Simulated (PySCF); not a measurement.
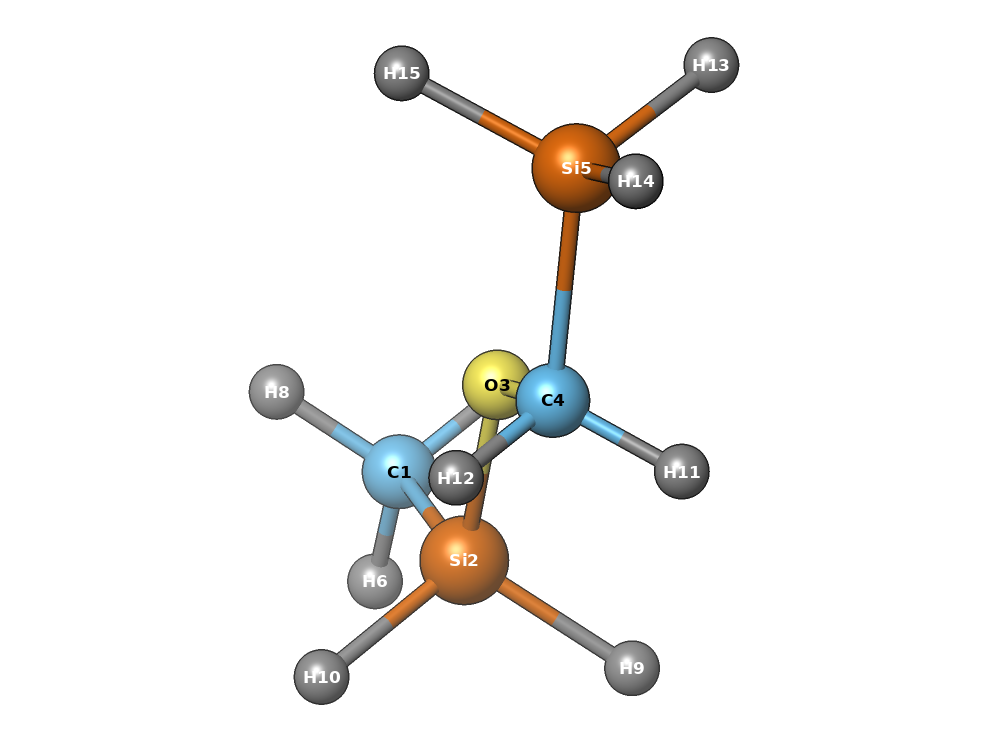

O3 lies behind C4. The molecule seen a little off the C4–O3 bond, C4 in front. Atoms fade into the background with distance from the viewer. The geometry was computed by an optimisation with PBE0-D3(BJ)/def2-SVP. No frequency run is at hand to confirm it as a minimum.

> What is the torsion angle Si5–C4–O3–Si2? The sign is positive where the front bond must turn clockwise to cover the back bond.

179°, antiperiplanar (anti).
